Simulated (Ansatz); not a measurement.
Base system: HfO$_{2}$ (space group P4_2/nmc, No. 137; a = 3.577 Å, c = 5.203 Å).

Perturbation: cell and atoms relaxed at a pressure of 7.5 GPa.

All numbers come from Ansatz (a quantum-chemistry and plane-wave program) r2SCAN, spin-orbit coupling left out.

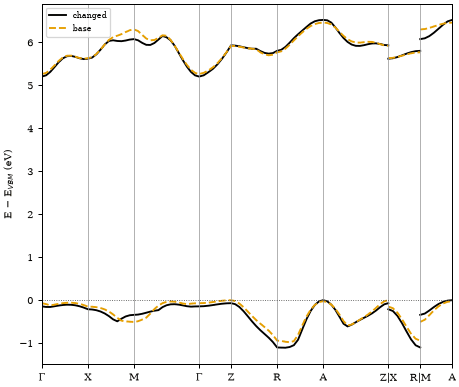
Figure: Highest valence and lowest conduction band along the path, each from its own valence-band maximum

Problem. From the figure, how large is the changed gap, and is it direct?

Solution. About 5.2 eV, indirect, A → Γ.

With Hf present, leaving out spin-orbit coupling can change the band edges. Load acts through the strain it causes; cell and atoms are relaxed under it. No phonon test of stability was made. No other phases were tried under pressure. This is not the structure that HfO2 has at room temperature and ambient pressure.
